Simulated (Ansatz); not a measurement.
System: Rb$_{2}$SnF$_{4}$.

```
Rb Sn F
1.0
     4.26702   -0.11483    0.18615
     0.10372   -6.40014    0.60078
     2.01059   -2.59235   -6.13694
Rb Sn F
2 1 4
Direct
  0.60968 0.51483 0.95179
  0.79237 0.27328 0.51321
  0.12192 0.97974 0.02536
  0.97365 0.63107 0.18220
  0.72717 0.10707 0.19793
  0.89360 0.92259 0.81447
  0.18213 0.32101 0.77769
```

Space group P1; a structure from a database of computed crystals, not necessarily the ambient phase; started from the Al2ZnS4-82 prototype, which need not be the ambient phase; changed on purpose from its base cell (shaken).

Computed with Ansatz, DFT, PBEsol, plane waves, PAW.

What will maps of the valence pseudo-density and electron localisation function show?

Sn–F (2.08 Å): the density is about 0.58 e/Å³ at the midpoint; the ELF peaks at about 0.80 in the valence shell of F, 0.6 Å from its nucleus, and drops to about 0.15 between the two atoms; no shared electron pair shows on this line.

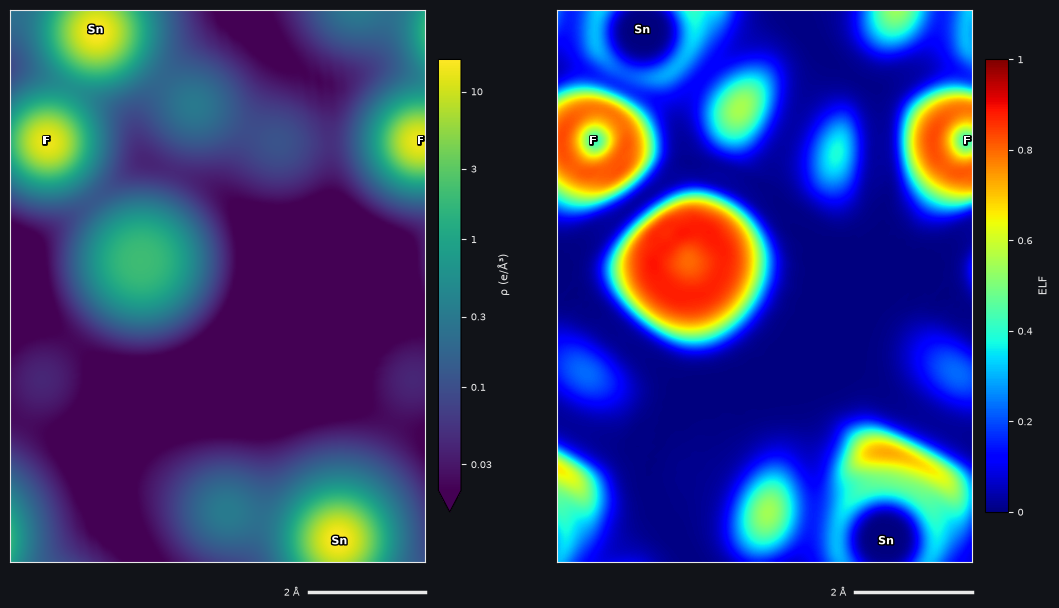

Computed valence pseudo-density and electron localisation function on the (101̄) plane of the conventional cell, in this order. Atoms just off the plane (Rb, 0.6 Å away) can leave unmarked features too.

In a PAW calculation such maps are meaningful between the atoms, not at the nuclei.
